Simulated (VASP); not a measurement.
**AlCo: the relaxed cell at several levels**

Wanted: equilibrium cells of AlCo at many levels, with their cost. The levels: LDA, PBEsol, PBE, r2SCAN, PBE + D3(BJ), r2SCAN + rVV10, vdW-DF-cx and RPBE. The start is a computed cell from the Materials Project.

Method: LDA, spin-polarised from a ferromagnetic start (one magnetic atom a cell); plane waves and PAW (Al, Co), in the first sound run; inputs show where later runs differ, in VASP 6.6.1.

## Step 1: Set-up

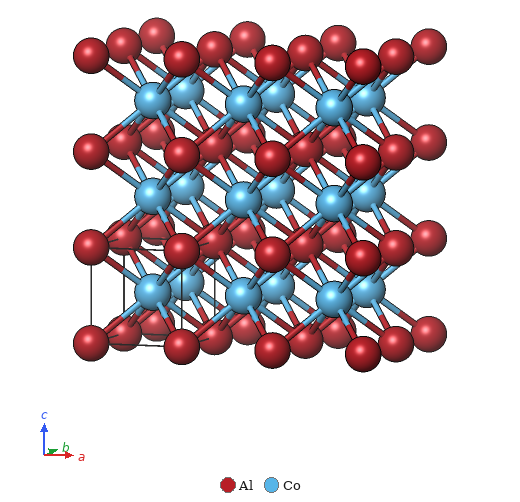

The cell as given, slightly off an axis (aluminium red, cobalt blue). 3×2×3 cells are drawn. Some periodic images of atoms are drawn too.

As a file:

```xyz
2
Lattice="2.8194 0.0000 0.0000 0.0000 2.8194 0.0000 0.0000 0.0000 2.8194" Properties=species:S:1:pos:R:3 pbc="T T T"
Al    0.0000    0.0000    0.0000
Co    1.4097    1.4097    1.4097
```

## Step 2: Magnetic order: ferromagnetic

The properties of a magnet depend on its order, so a few collinear patterns are compared first on the cell as listed, beginning with all moments parallel. LDA, the lowest rung, knows the local density alone.

Input file INCAR:

```
SYSTEM = AlCo
PREC = Accurate
ENCUT = 400
EDIFF = 1E-06
NELM = 100
ISMEAR = -1
SIGMA = 0.05
LREAL = .FALSE.
ALGO = Normal
GGA = CA
NBANDS = 15
ISPIN = 2
MAGMOM = 0 2
LMAXMIX = 4
LORBIT = 11
LWAVE = .FALSE.
LCHARG = .FALSE.
KPAR = 4
ISIF = 2
```

Input file POSCAR:

```
AlCo
1.0
    2.8194032100      0.0000000000      0.0000000000
    0.0000000000      2.8194032100      0.0000000000
    0.0000000000      0.0000000000      2.8194032100
Al Co
1 1
Direct
    0.0000000000      0.0000000000      0.0000000000
    0.5000000000      0.5000000000      0.5000000000
```

Input file KPOINTS:

```
Automatic mesh
0
Gamma
8 8 8
0 0 0
```

Potentials, in the order of the species: Al and Co (PBE family, release 64).

The run is started by

```console
> mpirun -np 4 vasp_std
```

Log:

```text
[banner, memory and clock lines left out]
running    4 mpi-ranks, on    1 nodes
 distrk:  each k-point on    1 cores,    4 groups
 distr:  one band on    1 cores,    1 groups

 POSCAR found type information on POSCAR AlCo
 POSCAR found :  2 types and       2 ions
|                                                                             |
|               ----> ADVICE to this user running VASP <----                  |
|                                                                             |
|     You enforced a specific xc type in the INCAR file but a different       |
|     [... a line on the potential file left out ...]
|     I HOPE YOU KNOW WHAT YOU ARE DOING!                                     |
|                                                                             |

 LDA part: xc-table for (Slater(with rela. corr.)+CA(PZ))
 , standard interpolation
 POSCAR, INCAR and KPOINTS ok, starting setup
 FFT: planning ... GRIDC
 FFT: planning ... GRID_SOFT
 FFT: planning ... GRID
 WAVECAR not read
 entering main loop
       N       E                     dE             d eps       ncg     rms          rms(c)
DAV:   1     0.261593843187E+02    0.26159E+02   -0.42820E+03  2196   0.688E+02
DAV:   2    -0.138907320332E+02   -0.40050E+02   -0.35861E+02  2457   0.139E+02
DAV:   3    -0.151203014543E+02   -0.12296E+01   -0.12228E+01  2562   0.268E+01
DAV:   4    -0.151378011847E+02   -0.17500E-01   -0.17496E-01  2687   0.298E+00
DAV:   5    -0.151383804550E+02   -0.57927E-03   -0.57926E-03  2633   0.568E-01    0.147E+01
DAV:   6    -0.180470302579E+02   -0.29086E+01   -0.52359E+01  2422   0.862E+01    0.171E+01
DAV:   7    -0.137409391533E+02    0.43061E+01   -0.27137E+01  2499   0.550E+01    0.219E+00
DAV:   8    -0.137169942003E+02    0.23945E-01   -0.16909E-01  2543   0.279E+00    0.127E+00
DAV:   9    -0.137017506010E+02    0.15244E-01   -0.32068E-02  2624   0.151E+00    0.556E-01
DAV:  10    -0.137004876167E+02    0.12630E-02   -0.74607E-04  2517   0.232E-01    0.175E-01
DAV:  11    -0.137004205413E+02    0.67075E-04   -0.75184E-05  2974   0.806E-02    0.977E-02
DAV:  12    -0.137004217064E+02   -0.11651E-05   -0.57565E-05  2878   0.650E-02    0.243E-02
DAV:  13    -0.137004189637E+02    0.27427E-05   -0.20158E-06  1780   0.119E-02    0.836E-03
DAV:  14    -0.137004192151E+02   -0.25148E-06   -0.44592E-07  1288   0.661E-03
   1 F= -.13700419E+02 E0= -.13695777E+02  d E =-.928450E-02  mag=     0.0003
```

Wall time 3 s (4 MPI ranks of Intel Xeon Platinum 8488C (Sapphire Rapids), shared host); peak memory 0.44 GiB.

Lines that name or quote the potential files are left out of all logs, and their timing lines are given in words.

Parts of OUTCAR (step 2):

```text
ion  position               nearest neighbor table
   1  0.000  0.000  0.000-   2 2.44   2 2.44   2 2.44   2 2.44   2 2.44   2 2.44   2 2.44   2 2.44

  LATTYP: Found a simple cubic cell.
 ALAT       =     2.8194032100

 Subroutine GETGRP returns: Found 48 space group operations
 (whereof 48 operations were pure point group operations)

The static configuration has the point symmetry O_h .

 Found     35 irreducible k-points:

   k-points           NKPTS =     35   k-points in BZ     NKDIM =     35   number of bands    NBANDS=     15

   dimension x,y,z NGX =    18 NGY =   18 NGZ =   18
   dimension x,y,z NGXF=    36 NGYF=   36 NGZF=   36

   ENCUT  =  400.0 eV  29.40 Ry    5.42 a.u.   4.60  4.60  4.60*2*pi/ulx,y,z

   NELECT =      12.0000    total number of electrons

 k-points in reciprocal lattice and weights: Automatic mesh
   0.00000000  0.00000000  0.00000000       0.002
   0.12500000  0.00000000  0.00000000       0.012
   0.25000000  0.00000000  0.00000000       0.012
   0.37500000  0.00000000  0.00000000       0.012
   0.50000000  0.00000000  0.00000000       0.006
   0.12500000  0.12500000  0.00000000       0.023
   0.25000000  0.12500000  0.00000000       0.047
   0.37500000  0.12500000  0.00000000       0.047
   0.50000000  0.12500000  0.00000000       0.023
[...]
0.50000000  0.50000000  0.37500000       0.012
   0.50000000  0.50000000  0.50000000       0.002

 average (electrostatic) potential at core
       1 -68.3079       2 -77.0163

 E-fermi :  10.6913

 spin component 1
 k-point     1 :       0.0000    0.0000    0.0000
  band No.  band energies     occupation
    ...
      2       7.5646      1.00000
      3       7.5646      1.00000
      4       9.8609      1.00000
      5       9.8609      1.00000
      6       9.8609      1.00000
      7      16.8090      0.00000
      8      16.8090      0.00000
      9      16.8090      0.00000
     10      19.6841      0.00000
     11      19.6841      0.00000
    ...

 k-point     2 :       0.1250    0.0000    0.0000
  band No.  band energies     occupation
    ...
      2       7.5292      1.00000
      3       7.6473      1.00000
      4       9.7017      1.00000
      5       9.7017      1.00000
      6       9.8786      1.00000
      7      14.7227      0.00000
      8      17.2258      0.00000
      9      17.2258      0.00000
     10      19.6359      0.00000
     11      21.5395      0.00000
    ...

 k-point     3 :       0.2500    0.0000    0.0000
  band No.  band energies     occupation
    ...
      2       7.1482      1.00000
      3       7.8554      1.00000
      4       9.3570      1.00000
      5       9.3570      1.00000
      6       9.9205      1.00000
      7      12.2943      0.00000
      8      18.3490      0.00000
      9      18.3490      0.00000
     10      19.5007      0.00000
     11      23.4067      0.00000
    ...

 k-point     4 :       0.3750    0.0000    0.0000
  band No.  band energies     occupation
    ...
      2       5.8301      1.00000
      3       8.0772      1.00000
      4       9.0551      1.00000
      5       9.0551      1.00000
      6       9.9630      1.00000
      7      11.1043      0.00026
      8      19.3363      0.00000
      9      19.9588      0.00000
     10      19.9588      0.00000
     11      24.5562      0.00000
    ...

 k-point     5 :       0.5000    0.0000    0.0000
  band No.  band energies     occupation
    ...
      2       3.9366      1.00000
      3       8.1735      1.00000
      4       8.9396      1.00000
      5       8.9396      1.00000
      6       9.9807      1.00000
      7      10.8690      0.02781
      8      19.2577      0.00000
      9      21.4904      0.00000
     10      21.4904      0.00000
     11      22.6657      0.00000
    ...

 k-point     6 :       0.1250    0.1250    0.0000
  band No.  band energies     occupation
    ...
      2       7.5892      1.00000
      3       7.6575      1.00000
      4       9.5139      1.00000
      5       9.6877      1.00000
      6       9.7581      1.00000
      7      14.7040      0.00000
      8      15.4611      0.00000
      9      17.6337      0.00000
     10      20.5457      0.00000
     11      22.7375      0.00000
    ...

  Total       -0.6153660     -0.6153660     -0.6153660     -0.0000000      0.0000000     -0.0000000
  in kB      -43.9918811    -43.9918811    -43.9918811     -0.0000000      0.0000000     -0.0000000
  external PRESSURE =     -43.9918811 kB  Pullay stress =       0.0000000 kB

  energy-cutoff  :      400.00
  volume of cell :       22.41
      direct lattice vectors                 reciprocal lattice vectors
     2.819403210  0.000000000  0.000000000     0.354684990  0.000000000  0.000000000
     0.000000000  2.819403210  0.000000000     0.000000000  0.354684990  0.000000000
     0.000000000  0.000000000  2.819403210     0.000000000  0.000000000  0.354684990

 POSITION                                       TOTAL-FORCE (eV/Angst)
 -----------------------------------------------------------------------------------
      0.00000      0.00000      0.00000         0.000000      0.000000      0.000000
      1.40970      1.40970      1.40970         0.000000      0.000000      0.000000
 -----------------------------------------------------------------------------------
    total drift:                                0.000000     -0.000000      0.000000

  FREE ENERGIE OF THE ION-ELECTRON SYSTEM (eV)
  ---------------------------------------------------
  free  energy   TOTEN  =       -13.7004192151 eV

  energy  without entropy=      -13.6911347156  energy(sigma->0) =      -13.69577697

 total charge
# of ion       s       p       d       tot
------------------------------------------
    1        0.392   0.442   0.000   0.834
    2        0.446   0.529   7.556   8.531
--------------------------------------------------
tot          0.838   0.971   7.556   9.364

 magnetization (x)
# of ion       s       p       d       tot
------------------------------------------
    1       -0.000  -0.000   0.000  -0.000
    2       -0.000  -0.000   0.001   0.001
--------------------------------------------------
tot         -0.000  -0.000   0.001   0.001

[... 6 further parts left out ...]
```

The k-mesh is coarse for a metal. The PAW data sets were made with PBE, though LDA sets exist; this is a small mismatch. At this level the cell is under a tension of 4.4 GPa, so at these settings it is away from equilibrium.

Numbers from this step:

| Item | Value |
| --- | --- |
| SCF cycles | 14 |
| electrons | 12 |
| bands | 15 |
| irreducible k-points | 35 |
| symmetry operations | 48 |
| free energy (TOTEN) | -13.70 eV |
| energy at zero smearing | -13.70 eV |
| Fermi energy | 10.69 eV |
| pressure | -4.399 GPa |
| metallic | yes |

Spin moment in the PAW sphere by atom:

```
atom  spin moment in the PAW sphere (μB)
 Al1                              0.0000
 Co2                              0.0010
```

The moments fall under 0.1 μB, and the mesh shows no gap.

## Step 3: Magnetic order: antiferromagnetic, q = (0, 0, 1/2)

This step: LDA, spin-polarised from an antiferromagnetic start; plane waves and PAW (Al, Co) (VASP 6.6.1).

System of this step: AlCo. Symmetry: Pm-3m, No. 221, cubic system. Conventional cell: a = 2.819 Å, b = 2.819 Å, c = 2.819 Å, α = 90.00°, β = 90.00°, γ = 90.00°. Nearest to Al lie 8 Co at 2.44 Å. Nearest to Co lie 8 Al at 2.44 Å. Farther neighbours are not listed.

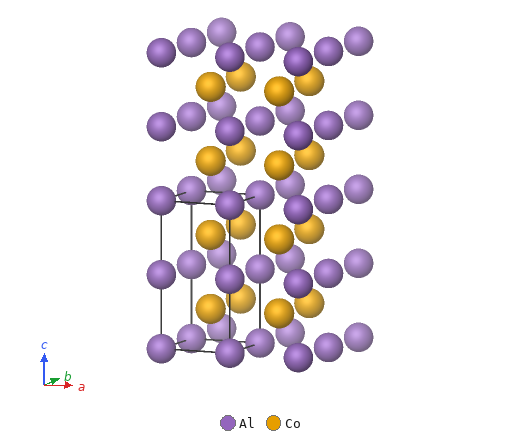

The cell of this step (aluminium purple, cobalt orange). 2×2×2 cells are drawn. Some periodic images of atoms are drawn too.

Next, a pattern with opposite moments, which needs a doubled cell; q is given in the reciprocal vectors of the primitive cell.

Changes to INCAR since step 2:

```diff
@@ -10,5 +10,5 @@
 GGA = CA
-NBANDS = 15
+NBANDS = 20
 ISPIN = 2
-MAGMOM = 0 2
+MAGMOM = 0 0 2 -2
 LMAXMIX = 4
```

Input file POSCAR:

```
AlCo
1.0
    2.8194032100      0.0000000000      0.0000000000
    0.0000000000      2.8194032100      0.0000000000
    0.0000000000      0.0000000000      5.6388064200
Al Co
2 2
Direct
    0.0000000000      0.0000000000      0.0000000000
    0.0000000000      0.0000000000      0.5000000000
    0.5000000000      0.5000000000      0.2500000000
    0.5000000000      0.5000000000      0.7500000000
```

Input file KPOINTS:

```
Automatic mesh
0
Gamma
8 8 4
0 0 0
```

The run is started by

```console
> mpirun -np 4 vasp_std
```

Log:

```text
[banner, memory and clock lines left out]
running    4 mpi-ranks, on    1 nodes
 distrk:  each k-point on    1 cores,    4 groups
 distr:  one band on    1 cores,    1 groups

 POSCAR found type information on POSCAR AlCo
 POSCAR found :  2 types and       4 ions
 [... a notice as in an earlier step ...]

 LDA part: xc-table for (Slater(with rela. corr.)+CA(PZ))
 , standard interpolation
 POSCAR, INCAR and KPOINTS ok, starting setup
 FFT: planning ... GRIDC
 FFT: planning ... GRID_SOFT
 FFT: planning ... GRID
 WAVECAR not read
 entering main loop
       N       E                     dE             d eps       ncg     rms          rms(c)
DAV:   1     0.102411850721E+03    0.10241E+03   -0.85315E+03  3616   0.106E+03
DAV:   2    -0.253938736373E+02   -0.12781E+03   -0.12101E+03  3624   0.238E+02
DAV:   3    -0.303334514800E+02   -0.49396E+01   -0.48130E+01  4212   0.595E+01
DAV:   4    -0.304426826789E+02   -0.10923E+00   -0.10912E+00  4320   0.810E+00
DAV:   5    -0.304468380940E+02   -0.41554E-02   -0.41553E-02  4480   0.158E+00    0.207E+01
DAV:   6    -0.357815880678E+02   -0.53347E+01   -0.64927E+01  4112   0.130E+02    0.244E+01
DAV:   7    -0.273958644587E+02    0.83857E+01   -0.37933E+01  3992   0.883E+01    0.353E+00
DAV:   8    -0.274333601893E+02   -0.37496E-01   -0.80726E-01  4016   0.636E+00    0.223E+00
DAV:   9    -0.274059803575E+02    0.27380E-01   -0.86565E-02  5040   0.350E+00    0.999E-01
DAV:  10    -0.274013526112E+02    0.46277E-02   -0.14198E-02  5460   0.144E+00    0.376E-01
DAV:  11    -0.274008597445E+02    0.49287E-03   -0.14377E-03  4560   0.482E-01    0.131E-01
DAV:  12    -0.274008580294E+02    0.17151E-05   -0.12467E-04  4804   0.172E-01    0.778E-02
DAV:  13    -0.274008513620E+02    0.66673E-05   -0.35094E-05  5364   0.601E-02    0.257E-02
DAV:  14    -0.274008490038E+02    0.23583E-05   -0.11534E-05  4384   0.411E-02    0.621E-03
DAV:  15    -0.274008488988E+02    0.10496E-06   -0.43377E-07  2012   0.839E-03
   1 F= -.27400849E+02 E0= -.27391565E+02  d E =-.185674E-01  mag=    -0.0000
```

Elapsed: 8.8 s, on 4 MPI ranks; peak memory 0.61 GiB.

From OUTCAR (step 3):

```text
  LATTYP: Found a simple tetragonal cell.
 ALAT       =     2.8194032100
 C/A-ratio  =     2.0000000000

 Subroutine GETGRP returns: Found 16 space group operations
 (whereof 16 operations were pure point group operations)

The static configuration has the point symmetry D_4h.

 Found     45 irreducible k-points:

   k-points           NKPTS =     45   k-points in BZ     NKDIM =     45   number of bands    NBANDS=     20

   dimension x,y,z NGX =    18 NGY =   18 NGZ =   40
   dimension x,y,z NGXF=    36 NGYF=   36 NGZF=   80

   ENCUT  =  400.0 eV  29.40 Ry    5.42 a.u.   4.60  4.60  9.20*2*pi/ulx,y,z

   NELECT =      24.0000    total number of electrons

 E-fermi :  10.6913

 spin component 1
 k-point     1 :       0.0000    0.0000    0.0000
  band No.  band energies     occupation
    ...
      8       8.9399      1.00000
      9       9.8613      1.00000
     10       9.8613      1.00000
     11       9.8613      1.00000
     12       9.9810      1.00000
     13      10.8696      0.02750
     14      16.8090      0.00000
     15      16.8090      0.00000
     16      16.8090      0.00000
     17      19.2576      0.00000
    ...

 k-point     2 :       0.1250    0.0000    0.0000
  band No.  band energies     occupation
    ...
      8       8.9707      1.00000
      9       9.7020      1.00000
     10       9.7020      1.00000
     11       9.8459      1.00000
     12       9.8789      1.00000
     13      10.8592      0.03367
     14      14.7228      0.00000
     15      17.2258      0.00000
     16      17.2258      0.00000
     17      18.2620      0.00000
    ...

 k-point     3 :       0.2500    0.0000    0.0000
  band No.  band energies     occupation
    ...
      8       9.0463      1.00000
      9       9.3573      1.00000
     10       9.3573      1.00000
     11       9.5421      1.00000
     12       9.9208      1.00000
     13      10.8039      0.09526
     14      12.2946      0.00000
     15      16.4191      0.00000
     16      16.4411      0.00000
     17      18.3489      0.00000
    ...

 k-point     4 :       0.3750    0.0000    0.0000
  band No.  band energies     occupation
    ...
      9       9.0554      1.00000
     10       9.1236      1.00000
     11       9.2645      1.00000
     12       9.9633      1.00000
     13      10.6225      0.79847
     14      11.1048      0.00026
     15      14.0904      0.00000
     16      14.9573      0.00000
     17      19.3363      0.00000
     18      19.9587      0.00000
    ...

  Total       -1.2322015     -1.2322015     -1.2317907      0.0000000      0.0000000      0.0000000
  in kB      -44.0444051    -44.0444051    -44.0297224      0.0000000      0.0000000      0.0000000
  external PRESSURE =     -44.0395108 kB  Pullay stress =       0.0000000 kB

  energy-cutoff  :      400.00
  volume of cell :       44.82
      direct lattice vectors                 reciprocal lattice vectors
     2.819403210  0.000000000  0.000000000     0.354684990  0.000000000  0.000000000
     0.000000000  2.819403210  0.000000000     0.000000000  0.354684990  0.000000000
     0.000000000  0.000000000  5.638806420     0.000000000  0.000000000  0.177342495

 POSITION                                       TOTAL-FORCE (eV/Angst)
 -----------------------------------------------------------------------------------
      0.00000      0.00000      0.00000         0.000000     -0.000000      0.000000
      0.00000      0.00000      2.81940         0.000000     -0.000000      0.000000
      1.40970      1.40970      1.40970        -0.000000      0.000000      0.000000
      1.40970      1.40970      4.22910        -0.000000      0.000000      0.000000
 -----------------------------------------------------------------------------------
    total drift:                                0.000000      0.000000     -0.000000

  FREE ENERGIE OF THE ION-ELECTRON SYSTEM (eV)
  ---------------------------------------------------
  free  energy   TOTEN  =       -27.4008488988 eV

  energy  without entropy=      -27.3822814857  energy(sigma->0) =      -27.39156519

 total charge
# of ion       s       p       d       tot
------------------------------------------
    1        0.392   0.442   0.000   0.834
    2        0.392   0.442   0.000   0.834
    3        0.446   0.529   7.556   8.531
    4        0.446   0.529   7.556   8.531
--------------------------------------------------
tot          1.676   1.942  15.111  18.729

 magnetization (x)
# of ion       s       p       d       tot
------------------------------------------
    1        0.000   0.000   0.000   0.000
    2        0.000   0.000   0.000   0.000
    3        0.000  -0.000   0.000   0.000
    4       -0.000   0.000  -0.000  -0.000
--------------------------------------------------
tot          0.000   0.000   0.000   0.000

[... 6 further parts left out ...]
```

Numbers from this step:

| Item | Value |
| --- | --- |
| SCF cycles | 15 |
| electrons | 24 |
| bands | 20 |
| irreducible k-points | 45 |
| symmetry operations | 16 |
| free energy (TOTEN) | -27.40 eV |
| energy at zero smearing | -27.39 eV |
| pressure | -4.404 GPa |

The spin moment in the PAW sphere vanishes on all atoms.

The energy lies -0.0 meV an atom from the first pattern, a difference of sampling, since both runs hold the same state. The moments fall under 0.1 μB, and the mesh shows no gap.

(Part 1 of 5 ends here.)

[Lines on the potential files, build, host, timing and source positions are cut from VASP's logs without a mark.]

[Logs are printed without paths, hosts, clocks, repeated set-up lines and the standing remarks that a program may print on its own settings, such as how far it seeks lower states.]

[Hosts, paths, dates, database ids (printed as entryN), source tags and the programs' standing remarks are cut or masked in the printed files.]

[Measured values are set beside computed ones only where the two were judged alike; some that the calculation misses by far are left out.]
